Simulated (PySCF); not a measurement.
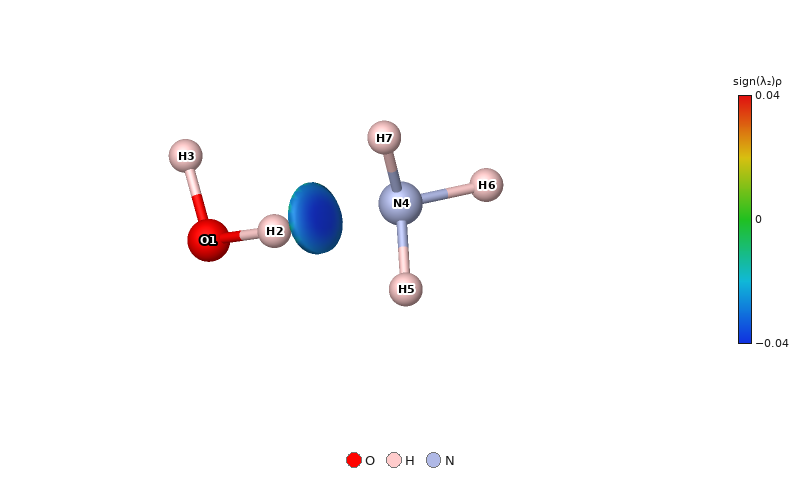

Figure 1: H$_{5}$NO, SMILES `O.N`. Non-covalent interaction surfaces between the fragments (reduced density gradient s = 0.5, coloured by sign(λ₂)ρ in a.u.; trimmed to the region between the fragments where ρ is under 0.06 a.u.). Fragment A: H2O (atoms 1–3); fragment B: NH3.

Computed with PySCF, PBE/cc-pVDZ, geometry: GFN2-xTB.

Cartesian coordinates (Å):

```
O1      -1.5132   -0.0992    0.0003
H2      -0.5397   -0.0945    0.0028
H3      -1.7853    0.8197    0.0003
N4       1.3349    0.0188    0.0009
H5       1.6013   -0.9213    0.2668
H6       1.7067    0.1961   -0.9242
H7       1.7780    0.6617    0.6456
```

Interpret the surfaces between the fragments.

Answer. Bond critical points between the fragments: H2···N4, hydrogen bond, 1.88 Å, ρ = 0.037 a.u. It appears blue (attractive, sign(λ₂)ρ well below zero). The pose is a local one from a semi-empirical search, not shown to be the most stable.

How strongly are they bound?

Answer. The counterpoise-corrected interaction energy of the frozen fragments is −6.1 kcal/mol without dispersion correction and −6.7 kcal/mol with D3(BJ). The pair geometry is semi-empirical, not a minimum at this level.

Run time: 9.2 s on 1 thread of Intel(R) Xeon(R) Platinum 8275CL CPU @ 3.00GHz (Skylake/Cascade Lake), with other jobs on the host, peak memory 0.26 GiB.
